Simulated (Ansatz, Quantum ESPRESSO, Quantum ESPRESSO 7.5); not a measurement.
# Hf2CO2 MXene, 1 layer: biaxial strain by an ASE script

How do the band edges of Hf2CO2 MXene, 1 layer move against the vacuum when the sheet is stretched?

Main program and level: Quantum ESPRESSO 7.5; plane-wave DFT, PBE, GBRV ultrasoft pseudopotentials (geometry by Ansatz 0.2.0 with PAW datasets; geometry under PBE).

**1. The starting structure**

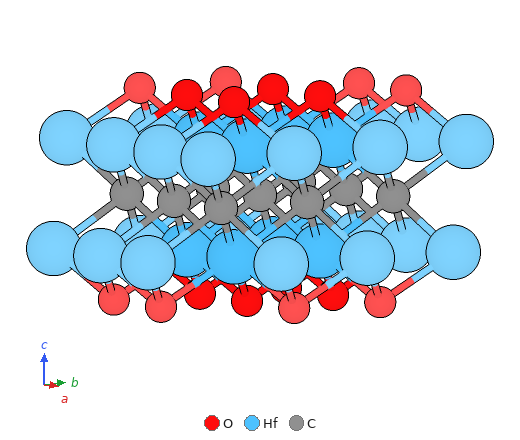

Start, viewed from the side, with the c axis up; oxygen red, hafnium blue, carbon grey. 2×2×1 cells are drawn. Some periodic images of atoms are drawn too.

The cell holds 5 atoms: 2 O, 2 Hf and 1 C. Cell: a = 3.289 Å, b = 3.289 Å, c = 19.953 Å, α = 90.0°, β = 90.0°, γ = 120.0°. It derives from Hf2CO2. Vacuum lies along c.

**2. Relaxation with Ansatz**

A relaxation in Ansatz fixes the structure of this slab for the runs on it.

Contents of input.yaml:

```yaml
crystal:
  lattice:
    - [3.289, 0.0, 0.0]
    - [-1.6445, 2.848357553, 0.0]
    - [0.0, 0.0, 19.9529467956]
  atoms:
    - { symbol: O, position: [0.3333333333, 0.6666666667, 0.3758843281] }
    - { symbol: Hf, position: [0.6666666667, 0.3333333333, 0.4349593929] }
    - { symbol: C, position: [0.0, 0.0, 0.5] }
    - { symbol: Hf, position: [0.3333333333, 0.6666666667, 0.5650406071] }
    - { symbol: O, position: [0.6666666667, 0.3333333333, 0.6241156719] }
kpoints:
  mp_grid: { grid: [12, 12, 1] }
hamiltonian:
  xc: pbe
scf:
  occupations: { method: fermi_dirac, width: 0.05 }
  convergence: { dr2_threshold: 1.0e-08 }
efield:
  axis: 3
  dipole_correction: true
  ramp_position: 0.97
  ramp_width: 0.04
relax:
  f_tol: 0.01
  cell: { fix: [c, alpha, beta] }
output:
  write_potential: true
  write_density: true
  volumetric_format: npy
```

On the command line:

```bash
ansatz run input.yaml --threads 2 --pin off --max-ram 4096MiB --backend cpu --events-out ev --progress --plain --runs-dir out
```

Numbers of over 12 decimals in the logs are rounded to 6 here.

Output:

```text
Warning: relax.cell: scf.convergence.dr2_threshold = 1e-8 eV is looser than the 5e-10 eV advised for a relaxation that steers and ends on the stress (1e-10 eV for each atom of the cell: 5). What an SCF threshold leaves in a stress goes as its square root, and in the free energy as the threshold itself, and one threshold admits the most on a small cell: [figures from the program's tests cut] Set scf.convergence.dr2_threshold to 5e-10 eV or tighter. The threshold is an SCF's pass mark: one that does not reach it within its budget of iterations ends unconverged, or closes short of it on a stop that the run arms, and scf.convergence.dr2_threshold's page says what that costs each kind of run
Engine: ansatz 0.2.0, aarch64-unknown-linux-gnu
Pseudopotentials: kind: paw
Pseudopotential: O, paw, valence charge 6, recommended cutoff 420 eV (normal), O.paw.azcp
Pseudopotential: Hf, paw, valence charge 26, recommended cutoff 420 eV (normal), Hf.paw.azcp
Pseudopotential: C, paw, valence charge 4, recommended cutoff 420 eV (normal), C.paw.azcp
Functional definition: PBE
  parameter kappa = 0.804
  parameter beta = 0.066725
  exchange = pbe_x(kappa = kappa, mu = beta*pi^2/3)
  correlation = pbe_c(beta = beta)
Crystal: 5 atoms, lattice volume = 186.924 Å³
Basis set: ecut = 420 eV, 3727 PW (Γ), exchange–correlation on 48×48×270 points (8 copies of the dense FFT grid, shifted against one another)
Bands: 41, of which v1, the nominal top of the filled ones, is band 34 counted from 1 (33 counted from 0)
Symmetry: 6 space group operations
k-points: 19 of 144 (time reversal used)
Non-local potential: O, projectors of the file, l = 0: 2, l = 1: 2, l = 2: 1
Non-local potential: Hf, projectors of the file, l = 0: 3, l = 1: 2, l = 2: 2, l = 3: 3
Non-local potential: C, projectors of the file, l = 0: 2, l = 1: 2, l = 2: 1
PAW form: soft (Blöchl's): semilocal exchange-correlation on the pseudo side does not see the compensation charge
PAW one-centre angular grid: O, 110 points (default); XC on 64 Gauss nodes
PAW one-centre angular grid: Hf, 590 points (default); XC on 64 Gauss nodes
PAW one-centre angular grid: C, 110 points (default); XC on 64 Gauss nodes
Initial density: superposition of atomic densities (neutral atoms: chi_scale 0, normalization atom), corrected by the library's trained network
Initial wavefunctions: pseudopotential atomic-orbital guess
Functional: x = pbe(κ = 0.804, μ = 0.219515), c = pbe(β = 0.066725)
SCF iter   1: F=—  HF=-32833.988173 eV  |F-HF|=—  |Δ(HF+E_count)|=         —  Δρ=3.41e-3  dr2=2.84e-2  ethr=1.77e-3  p=0.000 e·Å  D=5.84e-5 V/Å  ΔV_dip=-0.00 eV  dr2_dipole=8.74e-9  V_vac-E_F(+/−)=7.43/7.43 eV  ⟨swp⟩=7.6  Hψ=3305  notcnv=0  defer=5
efield: sawtooth ramp at fractional position 0.9700 (set: `efield.ramp_position`, or a place that a band, a saddle search or an elastic batch's reference lends), width 0.0400; the density the first Hamiltonian is built on has a dipole p = 0.000 e·Å; the dipole correction subtracts the counter field D = 5.84e-5 V/Å, which shifts the + side's vacuum level by -0.00 eV against the − side's; the planar-averaged density in the ramp window peaks in size at 9.3e-6 e/Å³
preconditioner: auto → Resta (q_TF=auto, 2.305 Å⁻¹)  ε∞=2.6  [insulator: Δε(μ)=0.844 eV  Ē_g=17.239 eV  σ=0.050 eV  W_gap=1.00  n_scr=44 (ndim 8)  ℏωp=21.7 eV  f_vac=0.643  D(μ)=0.00/eV (n_scr^D=0)  ε∞_Penn≈2.6  vacuum switching on, ρ_ref=2.2e-2 e/Å³]
SCF iter   2: F=—  HF=-32833.986409 eV  |F-HF|=—  |Δ(HF+E_count)|=   1.76e-3  Δρ=1.55e-3  dr2=4.85e-3  ethr=4.17e-5  p=0.000 e·Å  D=6.99e-5 V/Å  ΔV_dip=-0.00 eV  dr2_dipole=1.53e-7  V_vac-E_F(+/−)=7.30/7.30 eV  ⟨swp⟩=2.2  Hψ=1665  notcnv=0  defer=27
SCF iter   3: F=—  HF=-32833.985824 eV  |F-HF|=—  |Δ(HF+E_count)|=   5.85e-4  Δρ=8.59e-4  dr2=2.02e-3  ethr=7.14e-6  p=-0.000 e·Å  D=-5.67e-5 V/Å  ΔV_dip=0.00 eV  dr2_dipole=4.78e-7  V_vac-E_F(+/−)=7.27/7.27 eV  ⟨swp⟩=2.3  Hψ=1257  notcnv=0  defer=27
SCF iter   4: F=—  HF=-32833.985754 eV  |F-HF|=—  |Δ(HF+E_count)|=   6.96e-5  Δρ=6.29e-4  dr2=9.57e-4  ethr=2.97e-6  p=0.000 e·Å  D=1.51e-4 V/Å  ΔV_dip=-0.00 eV  dr2_dipole=2.12e-6  V_vac-E_F(+/−)=7.22/7.22 eV  ⟨swp⟩=2.1  Hψ=1235  notcnv=0  defer=27
SCF iter   5: F=—  HF=-32833.985626 eV  |F-HF|=—  |Δ(HF+E_count)|=   1.29e-4  Δρ=1.31e-4  dr2=2.82e-5  ethr=1.41e-6  p=-0.000 e·Å  D=-1.05e-4 V/Å  ΔV_dip=0.00 eV  dr2_dipole=1.18e-6  V_vac-E_F(+/−)=7.21/7.21 eV  ⟨swp⟩=2.1  Hψ=1246  notcnv=0  defer=27
SCF iter   6: F=—  HF=-32833.985611 eV  |F-HF|=—  |Δ(HF+E_count)|=   1.51e-5  Δρ=8.24e-5  dr2=3.04e-5  ethr=4.15e-8  p=0.000 e·Å  D=2.80e-4 V/Å  ΔV_dip=-0.01 eV  dr2_dipole=7.68e-6  V_vac-E_F(+/−)=7.20/7.21 eV  ⟨swp⟩=3.1  Hψ=1431  notcnv=0  defer=27
SCF iter   7: F=—  HF=-32833.985609 eV  |F-HF|=—  |Δ(HF+E_count)|=   1.52e-6  Δρ=4.94e-5  dr2=1.07e-5  ethr=4.15e-8  p=-0.000 e·Å  D=-1.62e-4 V/Å  ΔV_dip=0.00 eV  dr2_dipole=2.60e-6  V_vac-E_F(+/−)=7.20/7.20 eV  ⟨swp⟩=2.0  Hψ=954  notcnv=0  defer=27
SCF iter   8: F=—  HF=-32833.985611 eV  |F-HF|=—  |Δ(HF+E_count)|=   1.81e-6  Δρ=1.75e-5  dr2=9.48e-7  ethr=1.58e-8  p=-0.000 e·Å  D=-4.06e-5 V/Å  ΔV_dip=0.00 eV  dr2_dipole=1.81e-7  V_vac-E_F(+/−)=7.20/7.20 eV  ⟨swp⟩=2.5  Hψ=1104  notcnv=0  defer=27
SCF iter   9: F=—  HF=-32833.985549 eV  |F-HF|=—  |Δ(HF+E_count)|=   6.17e-5  Δρ=4.18e-6  dr2=4.41e-8  ethr=1.39e-9  p=-0.000 e·Å  D=-7.08e-6 V/Å  ΔV_dip=0.00 eV  dr2_dipole=6.86e-9  V_vac-E_F(+/−)=7.20/7.20 eV  ⟨swp⟩=2.4  Hψ=1163  notcnv=0  defer=27
SCF iter  10: F=-32833.985549 eV  HF=-32833.985549 eV  |F-HF|=1.31e-10  |Δ(HF+E_count)|=   2.64e-8  Δρ=1.00e-6  dr2=1.73e-9  ethr=1.47e-11  p=0.000 e·Å  D=6.20e-7 V/Å  ΔV_dip=-0.00 eV  dr2_dipole=4.44e-11  V_vac-E_F(+/−)=7.20/7.20 eV  ⟨swp⟩=14.5  Hψ=7392  notcnv=0
SCF 1 converged in 10 iterations: F = -32833.985549 eV  dr2 = 1.73e-9
  greatest PAW one-centre occupation: 0.999 electrons in one spin orbital (limit 2), on the Hf atom at site 3 (counted from 0), in its partial waves of l = 0
relax step   1: F+E_penalty+E_count = -32833.98554930 eV  Δ(F+E_penalty+E_count) = +0.000e0 eV  max|allowed force component| = 4.554e0 eV/Å  Δτ_max = 0.0000 Å  P = -3.123 GPa  Ω = 186.924 Å³  fix = [c, alpha, beta]  reactions: c -2.916 GPa  (10 SCF iters, accepted)
Crystal: 5 atoms, lattice volume = 185.880 Å³
Basis set: ecut = 420 eV, 3691 PW (Γ), exchange–correlation on 48×48×270 points (8 copies of the dense FFT grid, shifted against one another)
Initial density: handed on by an earlier stage of this run
Initial wavefunctions: those handed on with the density
[...]
SCF 3 converged in 10 iterations: F = -32834.802230 eV  dr2 = 6.44e-9
relax step   3: F+E_penalty+E_count = -32834.80223029 eV  Δ(F+E_penalty+E_count) = -2.305e-1 eV  max|allowed force component| = 3.701e-1 eV/Å  Δτ_max = 0.1505 Å  P = -1.031 GPa  Ω = 192.476 Å³  energy of the carried Pulay correction = -6.299e-3 eV  fix = [c, alpha, beta]  reactions: c +1.939 GPa  (10 SCF iters, accepted)
[...]
relax step   4: F+E_penalty+E_count = -32834.91151486 eV  Δ(F+E_penalty+E_count) = -1.093e-1 eV  max|allowed force component| = 9.524e-2 eV/Å  Δτ_max = 0.1000 Å  P = +0.224 GPa  Ω = 184.380 Å³  energy of the carried Pulay correction = +2.949e-3 eV  fix = [c, alpha, beta]  reactions: c -0.038 GPa  (10 SCF iters, accepted)
[...]
relax step   5: F+E_penalty+E_count = -32834.91205691 eV  Δ(F+E_penalty+E_count) = -5.420e-4 eV  max|allowed force component| = 1.438e-2 eV/Å  Δτ_max = 0.0092 Å  P = -0.002 GPa  Ω = 185.322 Å³  energy of the carried Pulay correction = +1.852e-3 eV  fix = [c, alpha, beta]  reactions: c +0.012 GPa  (8 SCF iters, accepted)
[...]
relax step   6: F+E_penalty+E_count = -32834.91210856 eV  Δ(F+E_penalty+E_count) = -5.165e-5 eV  max|allowed force component| = 7.574e-4 eV/Å  Δτ_max = 0.0006 Å  P = +0.003 GPa  Ω = 185.286 Å³  energy of the carried Pulay correction = +1.894e-3 eV  fix = [c, alpha, beta]  reactions: c +0.012 GPa  (6 SCF iters, accepted)
Initial wavefunctions: pseudopotential atomic-orbital guess (no wavefunctions were taken with the density)
iter 1 solved again at ethr=5.83e-7 eV; its pass at ethr=3.10e-3 eV (dr2=3.97e-4 eV) is discarded
SCF iter   1: F=—  HF=-32834.910458 eV  |F-HF|=—  |Δ(HF+E_count)|=         —  Δρ=3.88e-5  dr2=4.41e-7  ethr=5.83e-7  p=0.000 e·Å  D=2.07e-6 V/Å  ΔV_dip=-0.00 eV  dr2_dipole=2.25e-12  V_vac-E_F(+/−)=4.86/4.86 eV  ⟨swp⟩=4.0  Hψ=5622  notcnv=0
efield: sawtooth ramp at fractional position 0.9700 (set: `efield.ramp_position`, or a place that a band, a saddle search or an elastic batch's reference lends), width 0.0400; the density the first Hamiltonian is built on has a dipole p = 0.000 e·Å; the dipole correction subtracts the counter field D = 2.07e-6 V/Å, which shifts the + side's vacuum level by -0.00 eV against the − side's; the planar-averaged density in the ramp window peaks in size at 1.3e-6 e/Å³
eigensolver tolerance schedule: the retry pair's looser diagonalisation over-reported the residual by 897.97 of it (diagonalisation noise at 0.20 of the residual, at the tolerance the schedule requests for it); recorded, not acted on — ethr = c·dr2/N_el stays at c = 1.0e-1
SCF iter   2: F=—  HF=-32834.910376 eV  |F-HF|=—  |Δ(HF+E_count)|=   8.22e-5  Δρ=1.99e-5  dr2=2.85e-7  ethr=6.49e-10  p=0.000 e·Å  D=1.65e-6 V/Å  ΔV_dip=-0.00 eV  dr2_dipole=2.38e-12  V_vac-E_F(+/−)=4.86/4.86 eV  ⟨swp⟩=3.6  Hψ=2144  notcnv=0
SCF iter   3: F=—  HF=-32834.910376 eV  |F-HF|=—  |Δ(HF+E_count)|=   1.11e-7  Δρ=1.09e-5  dr2=4.44e-8  ethr=4.19e-10  p=0.000 e·Å  D=2.06e-6 V/Å  ΔV_dip=-0.00 eV  dr2_dipole=2.68e-12  V_vac-E_F(+/−)=4.86/4.86 eV  ⟨swp⟩=2.0  Hψ=1272  notcnv=0
SCF iter   4: F=-32834.910376 eV  HF=-32834.910376 eV  |F-HF|=9.75e-10  |Δ(HF+E_count)|=   5.81e-8  Δρ=2.55e-6  dr2=4.13e-9  ethr=1.47e-11  p=0.000 e·Å  D=1.61e-6 V/Å  ΔV_dip=-0.00 eV  dr2_dipole=5.67e-12  V_vac-E_F(+/−)=4.86/4.86 eV  ⟨swp⟩=10.8  Hψ=6848  notcnv=0
SCF 7 converged in 4 iterations: F = -32834.910376 eV  dr2 = 4.13e-9
relax step   7: F+E_penalty+E_count = -32834.91037632 eV  Δ(F+E_penalty+E_count) = +1.732e-3 eV  max|allowed force component| = 1.185e-3 eV/Å  Δτ_max = 0.0000 Å  P = -0.014 GPa  Ω = 185.286 Å³  fix = [c, alpha, beta]  reactions: c -0.000 GPa  stress off target by 2.06e-2 GPa on what of the cell is left free  SCF on the basis re-selected at this cell (its energy is not comparable with the rows above)  (4 SCF iters)
basis re-selected at this cell: Δ(F+E_penalty+E_count) = +1.732e-3 eV, ΔP = -0.017 GPa vs the last step (what re-selecting the basis moved, of the pressure what is left beyond the Pulay correction that the steps carried, after the strain that the cell walked since its last selection, with what the two solves' SCF thresholds leave and, on support functions, any second-order correction that the steps lacked; it is no m [...]
WARN: The output density's exchange-correlation potential varies sharply where the density is thin. Do not read a vacuum level from v_tot or v_xc, or from such a field of the output density. On a cell that repeats whose density bears no net charge and no dipole along the vacuum's axis use v_es (v_loc + v_h of the components); under efield.dipole_correction with no amplitude use v_es + v_field, which holds any externa [...]
SCF converged after 4 iterations
Free energy (F): -32834.910376 eV
Harris-Foulkes:  -32834.910376 eV  (|F-HF|=9.75e-10)
Internal energy: -32834.910374 eV  (E = F + TS)
E sigma→0 (E₀):  -32834.910375 eV
Entropy (-TS):   -0.000002 eV (-0.000 meV/atom)
Fermi energy:    2.595247 eV
Dipole field:    D = 0.000005 V/Å  (p = 0.000005 e·Å, saw-weighted, corrected)
Work function:   Φ+ = 4.8643 eV   Φ− = 4.8644 eV
Levels:          The Fermi level and band energies are counted from a zero that moves with the ramp; work functions are not
--- Per-component energies (eV) ---
  E_band       = -954.173065
  E_kinetic    = 1280.881647
  E_local      = -88897.318590  (includes V_loc(G=0)·N_el)
  E_nonlocal   = -2364.244539
  E_hartree    = 43518.281718
  E_xc         = -795.761858
  E_vxc        = -780.338660  (∫ρ·V_xc dr)
  E_paw        = -14269.653785  (= ΣΔE_a)
  E_vpaw       = 2770.278032  (= ΣTr[D̂ρ^β])
  E_aug_tail   = 0.004905  (compensation charges beyond the density's cutoff)
  E_efield     = 0.000000  (sawtooth field / dipole correction)
  E_vefield    = -0.000067  (∫n·V_field dr)
  E_ewald      = 28692.900128
  E_smearing   = -0.000002  (= −TS)
  E_closure    = -0.000000  (closes the sum)
  Σ components = -32834.910376   (vs F -32834.910376, Δ=0.00e0)
--- Forces (eV/Å), atoms counted from 1 ---
  atom   1  O      0.00000000    -0.00000000     0.00052768
  atom   2  Hf     0.00000000    -0.00000000    -0.00118563
  atom   3  C      0.00000000    -0.00000000     0.00006849
  atom   4  Hf     0.00000000     0.00000000     0.00109215
  atom   5  O      0.00000000     0.00000000    -0.00050486
  max |Σ_I F_I| component: 2.17e-6 eV/Å
--- Stress (GPa, compression-positive) ---
       -0.020553       0.000000       0.000000
        0.000000      -0.020553      -0.000000
        0.000000      -0.000000      -0.000008
  P = ⅓ Tr σ = -0.0137 GPa (-0.137 kbar)
--- Band table (eV; the first three rows and the last of 19) ---
  k-point 0: bands = [... 30 lower, -2.1160, 0.7407, 2.1221, 2.1221, 4.3621, 4.3621, 4.7131, 6.0178, ... 3 higher]
  k-point 1: bands = [... 30 lower, -1.9945, 0.8951, 1.5332, 1.8683, 4.2999, 4.6790, 4.8532, 6.0654, ... 3 higher]
  k-point 2: bands = [... 30 lower, -1.7655, 0.4374, 1.1085, 1.4180, 3.9256, 5.2522, 5.2634, 6.0986, ... 3 higher]
  k-point 18: bands = [... 30 lower, -1.7579, -0.3426, -0.2962, -0.2962, 4.6905, 5.6749, 5.6750, 6.5920, ... 3 higher]
--- Relaxed structure (6 steps of the walk, 6 accepted, 1 SCFs on fresh bases) ---
  F+E_penalty+E_count = -32834.91037632 eV   max|allowed force component| = 1.185e-3 eV/Å   (the final SCF, on the basis selected at the relaxed cell)
  cell:  # Å, volume = 185.2862 Å³
    - [3.274558, -5.344432202324836e-19, 0]
    - [-1.637279, 2.835851, 0]
    - [0, 0, 19.9529467956]
  atoms:
    - { symbol: O, position: [0.333333, 0.666667, 0.384076] }
    - { symbol: Hf, position: [0.666667, 0.333333, 0.430888] }
    - { symbol: C, position: [0, 0, 0.500000] }
    - { symbol: Hf, position: [0.333333, 0.666667, 0.569112] }
    - { symbol: O, position: [0.666667, 0.333333, 0.615924] }
```

The job ended after 42 s (2 threads of Arm Neoverse V2, shared host; peak memory 0.47 GiB).

Relaxation path:

| step | energy less that of the first step (eV) | largest force component (eV/Å) | pressure (GPa) | volume (Å³) |
| --- | --- | --- | --- | --- |
| 1 | 0.0000 | 4.5544 | -3.12 | 186.92 |
| 2 | -0.5862 | 3.0979 | -0.71 | 185.88 |
| 3 | -0.8167 | 0.3701 | -1.03 | 192.48 |
| 4 | -0.9260 | 0.0952 | 0.22 | 184.38 |
| 5 | -0.9265 | 0.0144 | 0.00 | 185.32 |
| 6 | -0.9266 | 0.0008 | 0.00 | 185.29 |
| 7* | -0.9248 | 0.0012 | -0.01 | 185.29 |

Relaxation steps marked * repeat the geometry before them on a plane-wave basis chosen anew for their cell, so energy and pressure can jump there.

Forces are held to the 6 operations that the run works with; a distortion that breaks them can't arise in this run.

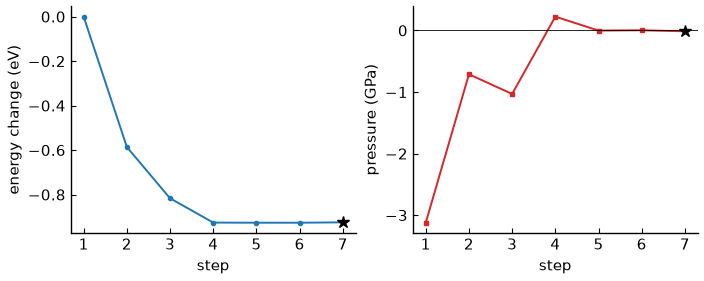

Energy and pressure along the relaxation. Stars mark steps on a basis chosen anew.

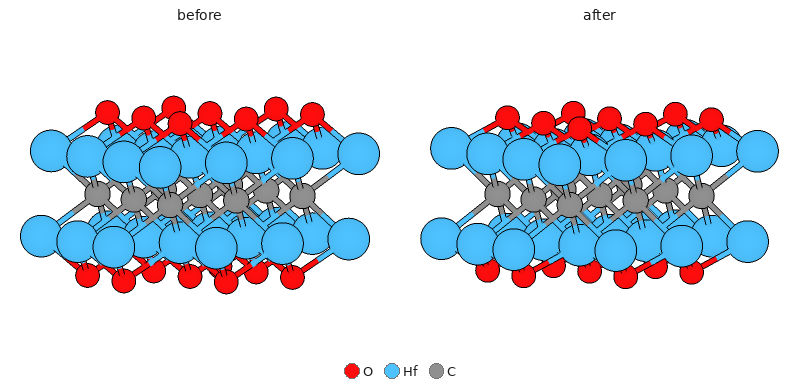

Before and after, at one scale.

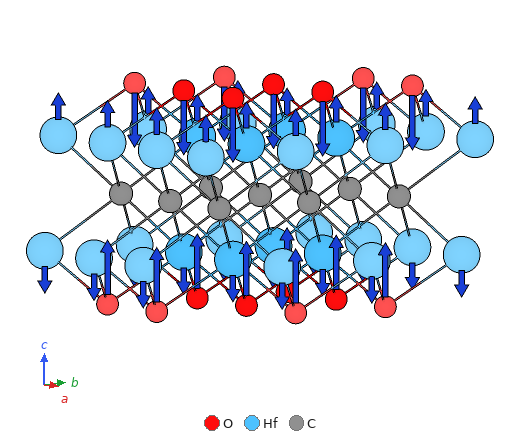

Displacements in the relaxation, exaggerated, measured against the changing cell; the longest in the cell stands for 0.16 Å. 2×2×1 cells are drawn. Some periodic images of atoms are drawn too.

| cell as run | before | after | change |
| --- | --- | --- | --- |
| a (Å) | 3.289 | 3.275 | -0.4 % |
| b (Å) | 3.289 | 3.275 | -0.4 % |

The atoms that moved most (Å, along periodic axes as changes of fractional coordinates times the final cell, across vacuum about the mean position):

| atom | dx | dy | dz | length |
| --- | --- | --- | --- | --- |
| O5 | 0.000 | 0.000 | -0.163 | 0.163 |
| O1 | 0.000 | 0.000 | 0.163 | 0.163 |
| Hf4 | 0.000 | 0.000 | 0.081 | 0.081 |
| Hf2 | 0.000 | 0.000 | -0.081 | 0.081 |

The relaxed structure:

```xyz
5
Lattice="3.2746 0.0000 0.0000 -1.6373 2.8359 0.0000 0.0000 0.0000 19.9529" Properties=species:S:1:pos:R:3
O     0.0000    1.8906    7.6635
Hf    1.6373    0.9453    8.5975
C     0.0000    0.0000    9.9765
Hf    0.0000    1.8906   11.3555
O     1.6373    0.9453   12.2895
```

This step gave:

- free energy: -32834.9104 eV
- Fermi energy: 2.595 eV
- gap by band count: 0.9888 eV
- symmetry operations: 6
- dipole along the normal: 5.06e-6 e·Å
- vacuum level at the upper face over a Fermi level inside the gap: 4.864 eV
- vacuum level at the lower face over a Fermi level inside the gap: 4.864 eV

(Part 1 of 2 ends here.)

[Logs are printed without paths, hosts, clocks, repeated set-up lines and the standing remarks that a program may print on its own settings, such as how far it seeks lower states.]

[Hosts, paths, dates, database ids (printed as entryN), source tags and the programs' standing remarks are cut or masked in the printed files.]

[Maps of the electrostatic potential energy from Ansatz leave out the sawtooth potential of an applied field or a dipole correction, so their vacuum need not be flat; planar profiles and work functions include it.]
